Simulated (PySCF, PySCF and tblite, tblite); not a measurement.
# C₂H₁₁OPSi₃: a path driven as pyramidal inversion, and NMR exchange, part 2 of 2

PySCF and tblite. Atoms count from 0. Earlier steps stand in the parts before.

## 9. Kinetics and line shapes

Job settings and geometry (Å):

```
{"job": {"smiles": "C[C@@H]1[SiH2]O[SiH2][P@H][SiH2]1", "charge": 0, "mult": 1, "motion": "inversion", "what": "phosphorus", "atoms": [5], "drives": [{"terms": [["t", [15, 4, 6, 5], 0.3333333333333333], ["t", [4, 6, 15, 5], 0.3333333333333333], ["t", [6, 15, 4, 5], 0.3333333333333333]], "neg": true, "n": 8}], "study": "path", "level": {"kind": "nmr", "xc": "revPBE", "basis": "pcSseg-1"}, "fields": [270, 600, 700], "first": 3, "seed": 206, "kind": "path"}, "charge": 0, "multiplicity": 1}
C     -2.497435    -0.170762    -0.360387
C     -0.999041    -0.199234    -0.652213
Si    -0.115935    -1.577186     0.324113
O      1.495748    -1.382180     0.216723
Si     2.668693    -0.266719     0.084533
P      1.888362     1.391335    -1.196766
Si    -0.189985     1.506497    -0.373073
H     -2.681377     0.066296     0.684553
H     -2.951672    -1.137940    -0.569400
H     -2.999405     0.579926    -0.967845
H     -0.870646    -0.425738    -1.717077
H     -0.327997    -2.904372    -0.247171
H     -0.453716    -1.496506     1.746678
H      3.750438    -0.966144    -0.599837
H      3.020642     0.138323     1.446738
H      2.406463     2.429699    -0.450114
H     -0.262176     1.870259     1.053114
H     -0.889720     2.550766    -1.136786
```

Output:

```text
stationary points (kcal/mol above the start)
  n  kind          group   xTB      DFT    lowest mode
  0  minimum      C1       0.00     0.00      53.7
  1  saddle       C1      16.45    17.05    -471.3
  2  minimum      C1       0.68    -1.31      40.6

GFN2-xTB energies: T/K, barrier G, reaction G (kcal/mol), k forward, k back (1/s)
 150.00    15.80     0.67   2.94e-11    2.8e-10
 200.00    15.82     0.66   2.16e-05   0.000113
 250.00    15.84     0.65     0.0743      0.273
 298.15    15.86     0.64       14.7       42.8
 350.00    15.89     0.62        868   2.13e+03
 400.00    15.93     0.61   1.65e+04   3.56e+04
 500.00    16.03     0.60   1.03e+06   1.87e+06

revPBE/pcSseg-1 + D3(BJ) energies: T/K, barrier G, reaction G (kcal/mol), k forward, k back (1/s)
 150.00    16.41    -1.32   3.81e-12   4.54e-14
 200.00    16.43    -1.33   4.65e-06   1.62e-07
 250.00    16.45    -1.35     0.0218    0.00145
 298.15    16.47    -1.36       5.25      0.531
 350.00    16.50    -1.37        361       50.6
 400.00    16.54    -1.38   7.65e+03   1.35e+03
 500.00    16.64    -1.40   5.57e+05   1.37e+05
```

Run time: 3 min. Hardware: 1 thread of Arm Neoverse V1, shared host; peak memory 0.8 GiB. This counts the whole study up to here.

Barriers by level (kcal/mol; entropies in cal/(mol K)). Zero-point and thermal terms come from xTB in every row. ΔG‡ leaves symmetry out; the rate counts one path; effective ΔG‡, where given, is the barrier that would give that rate by Eyring's equation alone:

```tsv
level	ΔE‡	with zero-point	ΔH‡	ΔS‡	ΔG‡ (298 K)	ΔE of reaction	k at 298 K (1/s)	effective ΔG‡
GFN2-xTB	16.44	15.77	15.64	-0.7	15.86	0.68	15	15.86
revPBE/pcSseg-1 + D3(BJ)	17.05	16.38	16.25	-0.7	16.47	-1.31	5.2	16.47
```

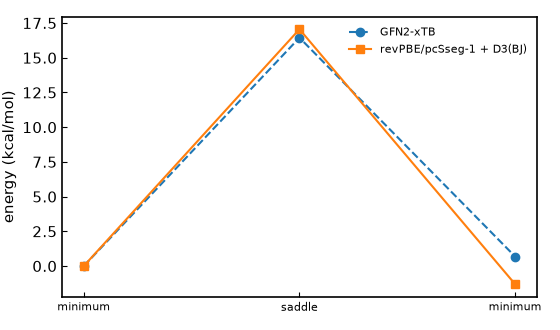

The xTB stationary points, at both levels.

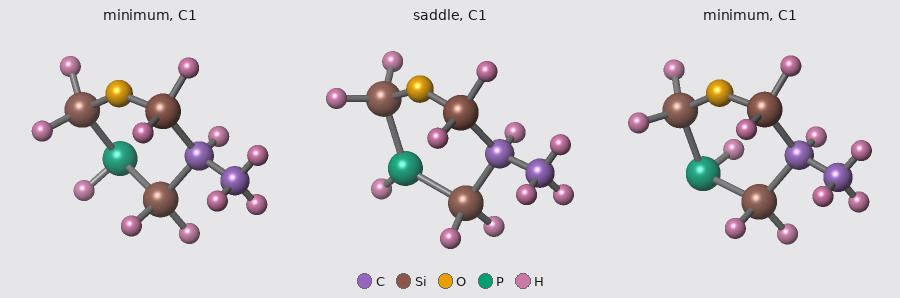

The stationary points in order.

Sites that the driver pairs across this motion, and where their lines would merge (no couplings; faster rotations or exchange between molecules can average them sooner):

```tsv
nucleus	sites: shielding (ppm)	proton frequency (MHz)	spread (Hz)	coalescence (K)	lines at 298 K
³¹P	P5: 628.4; P5 (end): 592.0	700	10329	420	–
¹⁷O	O3: 292.7; O3 (end): 282.1	700	1007	378	–
²⁹Si	Si4: 358.9; Si4 (end): 363.3	700	624	370	–
¹³C	C1: 176.4; C1 (end): 173.5	700	525	367	–
²⁹Si	Si2: 357.0; Si2 (end): 359.8	700	400	363	–
¹H	H15: 31.19; H15 (end): 30.70	700	345	360	–
¹H	H14: 25.68; H14 (end): 26.08	700	275	357	–
¹H	H16: 26.93; H16 (end): 27.26	700	237	355	–
```

Rows that set an atom against itself at the end compare its shielding in the two forms.

Lines of quadrupolar nuclei are broad, so their coalescence could hardly be seen.

## 10. Shieldings, start: HSE06/pcSseg-1

Job settings and geometry (Å):

```
{"job": {"kind": "nmr", "xc": "HSE06", "basis": "pcSseg-1", "pop": false}, "charge": 0, "multiplicity": 1}
C     -2.497435    -0.170762    -0.360387
C     -0.999041    -0.199234    -0.652213
Si    -0.115935    -1.577186     0.324113
O      1.495748    -1.382180     0.216723
Si     2.668693    -0.266719     0.084533
P      1.888362     1.391335    -1.196766
Si    -0.189985     1.506497    -0.373073
H     -2.681377     0.066296     0.684553
H     -2.951672    -1.137940    -0.569400
H     -2.999405     0.579926    -0.967845
H     -0.870646    -0.425738    -1.717077
H     -0.327997    -2.904372    -0.247171
H     -0.453716    -1.496506     1.746678
H      3.750438    -0.966144    -0.599837
H      3.020642     0.138323     1.446738
H      2.406463     2.429699    -0.450114
H     -0.262176     1.870259     1.053114
H     -0.889720     2.550766    -1.136786
```

Output:

```text
coarse grid: 16576 points
cycle   1  E = -1367.1306718177  dE =  6.325e-01  |g| = 8.420e-01  |ddm| = 3.932e+00
cycle   2  E = -1366.8408569294  dE =  2.898e-01  |g| = 1.459e+00  |ddm| = 2.112e+00
cycle   3  E = -1367.2581042685  dE = -4.172e-01  |g| = 1.505e-01  |ddm| = 1.641e+00
cycle   4  E = -1367.2621753584  dE = -4.071e-03  |g| = 6.896e-02  |ddm| = 2.242e-01
cycle   5  E = -1367.2633670083  dE = -1.192e-03  |g| = 1.391e-02  |ddm| = 8.292e-02
cycle   6  E = -1367.2634152298  dE = -4.822e-05  |g| = 4.837e-03  |ddm| = 2.385e-02
cycle   7  E = -1367.2634215540  dE = -6.324e-06  |g| = 9.132e-04  |ddm| = 7.355e-03
final grid: 140424 points
cycle   8  E = -1367.3227203645  dE = -2.976e-05  |g| = 6.719e-03  |ddm| = 2.879e-02
cycle   9  E = -1367.3227131793  dE =  7.185e-06  |g| = 7.887e-03  |ddm| = 1.225e-02
cycle  10  E = -1367.3227278546  dE = -1.468e-05  |g| = 1.553e-03  |ddm| = 8.426e-03
cycle  11  E = -1367.3227283018  dE = -4.473e-07  |g| = 4.692e-04  |ddm| = 1.529e-03
cycle  12  E = -1367.3227283628  dE = -6.100e-08  |g| = 4.688e-05  |ddm| = 3.941e-04
cycle  13  E = -1367.3227283631  dE = -2.965e-10  |g| = 2.897e-05  |ddm| = 7.531e-05
converged SCF energy = -1367.3227283631

GIAO shielding tensors (ppm)
atom      isotropic    diamagn.    paramagn.     s11        s22        s33       span
  0 C      175.286     245.010     -69.725    166.682    168.418    190.758     24.076
  1 C      181.833     259.711     -77.878    167.816    181.815    195.869     28.053
  2 Si     363.332     880.789    -517.457    327.975    354.478    407.542     79.567
  3 O      301.351     401.711    -100.360    201.842    330.718    371.493    169.651
  4 Si     364.975     879.580    -514.605    323.846    354.264    416.815     92.968
  5 P      641.579     970.467    -328.888    555.756    623.206    745.775    190.019
  6 Si     391.917     882.343    -490.426    363.639    373.157    438.954     75.315
  7 H       30.892      30.058       0.834     26.296     28.972     37.407     11.112
  8 H       30.502      28.676       1.826     24.900     28.036     38.571     13.671
  9 H       30.416      28.909       1.507     25.308     28.273     37.666     12.358
 10 H       31.176      34.271      -3.095     26.164     30.555     36.809     10.645
 11 H       26.547      29.743      -3.197     22.390     24.957     32.293      9.903
 12 H       26.784      30.614      -3.830     23.348     25.553     31.450      8.103
 13 H       26.169      28.175      -2.007     22.048     24.381     32.077     10.029
 14 H       25.881      29.063      -3.182     22.161     24.140     31.342      9.180
 15 H       31.210      31.425      -0.215     25.534     26.873     41.224     15.689
 16 H       26.977      31.311      -4.334     23.627     25.544     31.759      8.131
 17 H       27.100      30.587      -3.487     23.203     25.370     32.728      9.525
```

Run time: 80 s. Hardware: 1 thread of Arm Neoverse V1, shared host; peak memory 1.2 GiB.

In short: HOMO -6.81 eV, LUMO -0.76 eV; dipole 1.33 D.

## 11. Single-point energy, saddle of leg 1: HSE06/pcSseg-1

Job settings and geometry (Å):

```
{"job": {"kind": "sp", "xc": "HSE06", "basis": "pcSseg-1", "pop": false}, "charge": 0, "multiplicity": 1}
C     -2.492930    -0.261885    -0.320529
C     -0.975144    -0.154577    -0.456301
Si    -0.090985    -1.449287     0.629933
O      1.519066    -1.416823     0.423112
Si     2.784372    -0.430048     0.170812
P      1.814829     1.503349    -0.145529
Si    -0.378945     1.634607    -0.148176
H     -2.805263    -0.035933     0.696330
H     -2.831483    -1.269420    -0.556480
H     -2.998104     0.432508    -0.989882
H     -0.716257    -0.390729    -1.495012
H     -0.420682    -2.810029     0.210090
H     -0.354744    -1.199841     2.048429
H      3.449424    -0.958769    -1.017978
H      3.600261    -0.469460     1.381774
H      2.585342     2.593794    -0.356479
H     -0.881578     2.134916     1.142538
H     -0.807179     2.547626    -1.216652
```

Output:

```text
coarse grid: 16576 points
cycle   1  E = -1367.1061778937  dE =  7.046e-01  |g| = 8.372e-01  |ddm| = 3.985e+00
cycle   2  E = -1366.8321609209  dE =  2.740e-01  |g| = 1.433e+00  |ddm| = 2.133e+00
cycle   3  E = -1367.2324123468  dE = -4.003e-01  |g| = 1.522e-01  |ddm| = 1.663e+00
cycle   4  E = -1367.2368642605  dE = -4.452e-03  |g| = 6.309e-02  |ddm| = 2.271e-01
cycle   5  E = -1367.2378146444  dE = -9.504e-04  |g| = 1.561e-02  |ddm| = 7.305e-02
cycle   6  E = -1367.2378769654  dE = -6.232e-05  |g| = 4.874e-03  |ddm| = 2.626e-02
cycle   7  E = -1367.2378811510  dE = -4.186e-06  |g| = 7.468e-04  |ddm| = 6.760e-03
final grid: 140424 points
cycle   8  E = -1367.2970702429  dE = -3.046e-05  |g| = 6.562e-03  |ddm| = 2.647e-02
cycle   9  E = -1367.2970633276  dE =  6.915e-06  |g| = 7.687e-03  |ddm| = 1.105e-02
cycle  10  E = -1367.2970771701  dE = -1.384e-05  |g| = 1.529e-03  |ddm| = 7.958e-03
cycle  11  E = -1367.2970775800  dE = -4.099e-07  |g| = 4.309e-04  |ddm| = 1.568e-03
cycle  12  E = -1367.2970776154  dE = -3.545e-08  |g| = 5.264e-05  |ddm| = 3.435e-04
cycle  13  E = -1367.2970776159  dE = -4.529e-10  |g| = 2.753e-05  |ddm| = 8.549e-05
converged SCF energy = -1367.2970776159
```

It took 41 s on 1 thread of Arm Neoverse V1, shared host; peak memory 0.75 GiB.

Key values: HOMO -5.60 eV, LUMO -1.12 eV; dipole 1.15 D.

## 12. Shieldings, end: HSE06/pcSseg-1

Job settings and geometry (Å):

```
{"job": {"kind": "nmr", "xc": "HSE06", "basis": "pcSseg-1", "pop": false}, "charge": 0, "multiplicity": 1}
C     -2.460548    -0.155062    -0.448091
C     -0.942718    -0.118780    -0.622214
Si    -0.091768    -1.543612     0.312705
O      1.518187    -1.318695     0.265720
Si     2.700187    -0.202719     0.277738
P      1.987174     1.792530    -0.442278
Si    -0.220252     1.584839    -0.133871
H     -2.730999    -0.010074     0.594693
H     -2.862224    -1.114920    -0.768441
H     -2.940727     0.628370    -1.031366
H     -0.728451    -0.257794    -1.688650
H     -0.265565    -2.833292    -0.351491
H     -0.486555    -1.554308     1.721607
H      3.706847    -0.759804    -0.617768
H      3.133419    -0.062185     1.665142
H      1.958820     1.436475    -1.776391
H     -0.476822     1.854777     1.287277
H     -0.850692     2.631384    -0.952447
```

Output:

```text
coarse grid: 16576 points
cycle   1  E = -1367.1328094928  dE =  6.213e-01  |g| = 8.438e-01  |ddm| = 3.921e+00
cycle   2  E = -1366.8443825435  dE =  2.884e-01  |g| = 1.460e+00  |ddm| = 2.083e+00
cycle   3  E = -1367.2597438924  dE = -4.154e-01  |g| = 1.565e-01  |ddm| = 1.628e+00
cycle   4  E = -1367.2645503830  dE = -4.806e-03  |g| = 6.588e-02  |ddm| = 2.297e-01
cycle   5  E = -1367.2656257987  dE = -1.075e-03  |g| = 1.419e-02  |ddm| = 7.608e-02
cycle   6  E = -1367.2656775810  dE = -5.178e-05  |g| = 5.426e-03  |ddm| = 2.634e-02
cycle   7  E = -1367.2656854720  dE = -7.891e-06  |g| = 7.467e-04  |ddm| = 7.483e-03
final grid: 140424 points
cycle   8  E = -1367.3248312773  dE = -2.863e-05  |g| = 6.509e-03  |ddm| = 2.776e-02
cycle   9  E = -1367.3248246066  dE =  6.671e-06  |g| = 7.499e-03  |ddm| = 1.110e-02
cycle  10  E = -1367.3248380293  dE = -1.342e-05  |g| = 1.544e-03  |ddm| = 7.934e-03
cycle  11  E = -1367.3248385001  dE = -4.707e-07  |g| = 4.295e-04  |ddm| = 1.607e-03
cycle  12  E = -1367.3248385353  dE = -3.521e-08  |g| = 5.053e-05  |ddm| = 3.422e-04
cycle  13  E = -1367.3248385356  dE = -3.733e-10  |g| = 2.918e-05  |ddm| = 8.510e-05
converged SCF energy = -1367.3248385356

GIAO shielding tensors (ppm)
atom      isotropic    diamagn.    paramagn.     s11        s22        s33       span
  0 C      175.816     245.546     -69.730    167.480    168.957    191.012     23.532
  1 C      178.909     260.057     -81.149    164.410    177.196    195.120     30.711
  2 Si     365.780     880.867    -515.088    334.650    355.141    407.548     72.898
  3 O      290.978     402.584    -111.606    195.981    314.805    362.149    166.168
  4 Si     368.819     880.179    -511.360    307.717    363.643    435.096    127.379
  5 P      606.108     970.546    -364.438    567.894    603.377    647.052     79.158
  6 Si     393.196     882.416    -489.220    345.190    385.798    448.601    103.411
  7 H       31.029      30.167       0.863     26.444     29.068     37.576     11.131
  8 H       30.600      28.919       1.681     25.130     28.156     38.513     13.383
  9 H       30.519      29.137       1.381     25.602     28.362     37.592     11.991
 10 H       31.352      34.951      -3.599     26.554     30.686     36.816     10.262
 11 H       26.516      29.914      -3.398     22.396     25.015     32.136      9.740
 12 H       26.746      30.734      -3.988     23.351     25.497     31.388      8.037
 13 H       26.176      28.378      -2.203     22.018     24.482     32.027     10.009
 14 H       26.212      28.959      -2.747     21.827     24.823     31.985     10.158
 15 H       30.730      33.239      -2.509     26.003     27.624     38.564     12.561
 16 H       27.261      31.051      -3.790     23.717     25.949     32.116      8.399
 17 H       27.075      30.514      -3.438     22.749     25.803     32.674      9.925
```

Run time: 82 s. Hardware: 1 thread of Arm Neoverse V1, shared host; peak memory 1.1 GiB.

This run: HOMO -6.73 eV, LUMO -0.67 eV; dipole 1.78 D.

## 13. Second level: HSE06/pcSseg-1 + D3(BJ)

Job settings and geometry (Å):

```
{"job": {"smiles": "C[C@@H]1[SiH2]O[SiH2][P@H][SiH2]1", "charge": 0, "mult": 1, "motion": "inversion", "what": "phosphorus", "atoms": [5], "drives": [{"terms": [["t", [15, 4, 6, 5], 0.3333333333333333], ["t", [4, 6, 15, 5], 0.3333333333333333], ["t", [6, 15, 4, 5], 0.3333333333333333]], "neg": true, "n": 8}], "study": "path", "level": {"kind": "nmr", "xc": "HSE06", "basis": "pcSseg-1", "wide": true}, "fields": [270, 600, 700], "first": 3, "seed": 206, "kind": "pathvar"}, "charge": 0, "multiplicity": 1}
C     -2.497435    -0.170762    -0.360387
C     -0.999041    -0.199234    -0.652213
Si    -0.115935    -1.577186     0.324113
O      1.495748    -1.382180     0.216723
Si     2.668693    -0.266719     0.084533
P      1.888362     1.391335    -1.196766
Si    -0.189985     1.506497    -0.373073
H     -2.681377     0.066296     0.684553
H     -2.951672    -1.137940    -0.569400
H     -2.999405     0.579926    -0.967845
H     -0.870646    -0.425738    -1.717077
H     -0.327997    -2.904372    -0.247171
H     -0.453716    -1.496506     1.746678
H      3.750438    -0.966144    -0.599837
H      3.020642     0.138323     1.446738
H      2.406463     2.429699    -0.450114
H     -0.262176     1.870259     1.053114
H     -0.889720     2.550766    -1.136786
```

Output:

```text
stationary points (kcal/mol above the start)
  n  kind          group   xTB      DFT    lowest mode
  0  minimum      C1       0.00     0.00      53.7
  1  saddle       C1      16.45    16.24    -471.3
  2  minimum      C1       0.68    -1.29      40.6

GFN2-xTB energies: T/K, barrier G, reaction G (kcal/mol), k forward, k back (1/s)
 150.00    15.80     0.67   2.94e-11    2.8e-10
 200.00    15.82     0.66   2.16e-05   0.000113
 250.00    15.84     0.65     0.0743      0.273
 298.15    15.86     0.64       14.7       42.8
 350.00    15.89     0.62        868   2.13e+03
 400.00    15.93     0.61   1.65e+04   3.56e+04
 500.00    16.03     0.60   1.03e+06   1.87e+06

revPBE/pcSseg-1 + D3(BJ) energies: T/K, barrier G, reaction G (kcal/mol), k forward, k back (1/s)
 150.00    16.41    -1.32   3.81e-12   4.54e-14
 200.00    16.43    -1.33   4.65e-06   1.62e-07
 250.00    16.45    -1.35     0.0218    0.00145
 298.15    16.47    -1.36       5.25      0.531
 350.00    16.50    -1.37        361       50.6
 400.00    16.54    -1.38   7.65e+03   1.35e+03
 500.00    16.64    -1.40   5.57e+05   1.37e+05

HSE06/pcSseg-1 + D3(BJ) energies: T/K, barrier G, reaction G (kcal/mol), k forward, k back (1/s)
 150.00    15.60    -1.31   5.91e-11   7.42e-13
 200.00    15.61    -1.32   3.64e-05   1.32e-06
 250.00    15.63    -1.33      0.113    0.00776
 298.15    15.65    -1.34       20.8       2.17
 350.00    15.69    -1.35   1.17e+03        167
 400.00    15.72    -1.36   2.14e+04   3.85e+03
 500.00    15.82    -1.38   1.27e+06   3.16e+05
```

Wall time 6.4 min (1 thread of Arm Neoverse V1, shared host); peak memory 1.2 GiB. This counts the runs that the step sums up.

Barriers by level (kcal/mol; entropies in cal/(mol K)). Zero-point and thermal terms come from xTB in every row. ΔG‡ leaves symmetry out; the rate counts one path; effective ΔG‡, where given, is the barrier that would give that rate by Eyring's equation alone:

```tsv
level	ΔE‡	with zero-point	ΔH‡	ΔS‡	ΔG‡ (298 K)	ΔE of reaction	k at 298 K (1/s)	effective ΔG‡
GFN2-xTB	16.44	15.77	15.64	-0.7	15.86	0.68	15	15.86
revPBE/pcSseg-1 + D3(BJ)	17.05	16.38	16.25	-0.7	16.47	-1.31	5.2	16.47
HSE06/pcSseg-1 + D3(BJ)	16.24	15.56	15.43	-0.7	15.65	-1.29	21	15.65
```

## 14. Outcome

The summary covers parts 1 to 2.

```
                          quantity                               value
barrier (revPBE/pcSseg-1 + D3(BJ))  ΔE‡ 17.1, ΔG‡(298 K) 16.5 kcal/mol
                barrier (GFN2-xTB)                   ΔE‡ 16.4 kcal/mol
                     rate at 298 K                             5.2 s⁻¹
                   end of the path        -1.3 kcal/mol from the start
```

DFT puts the top 17.1 kcal/mol above the start (xTB: 16.4); the rate from the DFT barrier is 5.2 s⁻¹ at 298 K. An error of 1.4 kcal/mol changes that rate tenfold. HSE06/pcSseg-1 + D3(BJ) moves the barrier from 17.1 to 16.2 kcal/mol.
